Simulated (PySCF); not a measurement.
```xyz
20

Si    1.3030    1.3848   -1.1788
N     1.0562    0.1355    0.0182
Si    2.3430   -0.7824    0.7627
C    -0.2970   -0.2281    0.4359
C    -1.3390    0.9116    0.5711
Si   -2.6600   -0.3982    0.1882
C    -1.0815   -1.2071   -0.4818
H     1.0502    2.7656   -0.6589
H     0.3995    1.1884   -2.3574
H     2.7226    1.2969   -1.6271
H     2.1471   -2.2525    0.5504
H     2.3731   -0.5575    2.2437
H     3.6446   -0.3622    0.1695
H    -0.2274   -0.7055    1.4331
H    -1.2990    1.5055    1.4938
H    -1.2812    1.6002   -0.2905
H    -3.7636   -0.0501   -0.7556
H    -3.2335   -1.0628    1.3970
H    -0.8457   -2.2737   -0.3682
H    -0.9407   -0.9220   -1.5383
```

Geometry: PBE0-D3(BJ)/def2-SVP.

Method: PBE0/pcSseg-1, SCF density, gas phase, non-relativistic in PySCF 2.14.0.

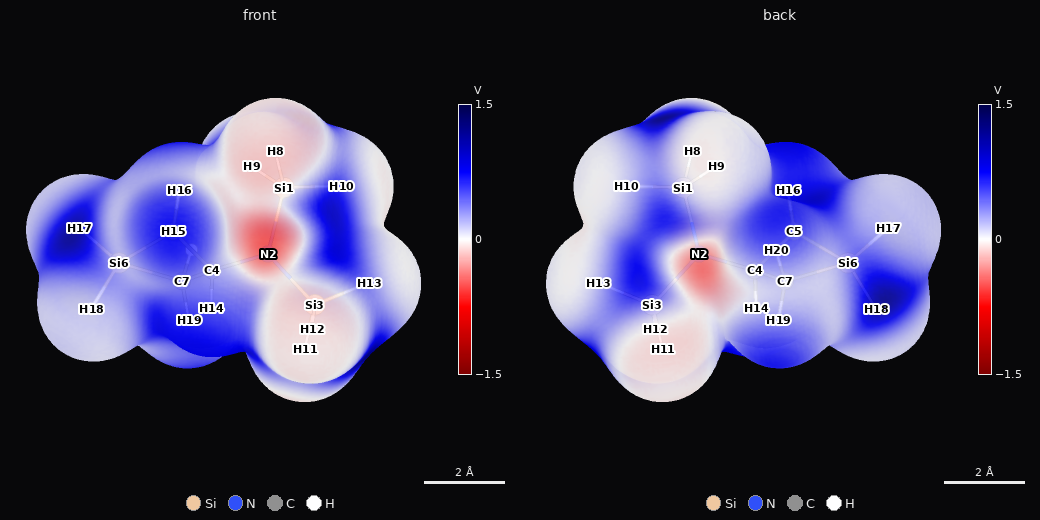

C3H13NSi3 (SMILES [SiH3]N([SiH3])C1C[SiH2]C1). The electrostatic potential painted on the density surface at 0.002 e/bohr³, seen from the front and from behind; red is negative and blue positive.

Question: Describe the electrostatic potential map.

Answer: The most negative region (about −0.4 V) lies over N2 and C7, the most positive (about +1.2 V) over Si1, Si3 and Si6.

Question: How polar is the molecule by this calculation?

Answer: Its dipole moment is 0.65 D.
